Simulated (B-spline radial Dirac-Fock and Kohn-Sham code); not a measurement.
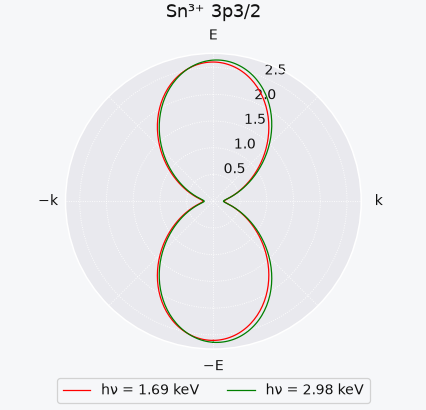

Fig. 1. Angular distribution of photoelectrons from M3 (3p3/2) in the plane of the polarisation E (up) and the photon direction k (right), relative to an isotropic one. The figure is for the ion Sn³⁺. Level of theory: a Dirac–Hartree–Slater potential; 1 + βP₂(cos θ) + (δ + γ cos²θ) sin θ cos φ with E1 and E1–E2 terms; calculated with a radial B-spline solver.

At 1.69 keV, β = 1.604, γ = −0.028 and δ = 0.004. At 2.98 keV, β = 1.640, γ = 0.159 and δ = 0.009. At 2.98 keV the emission 45° forward of E is 1.1 times that 45° backward, and the lobe peaks 2.0° from E towards k.
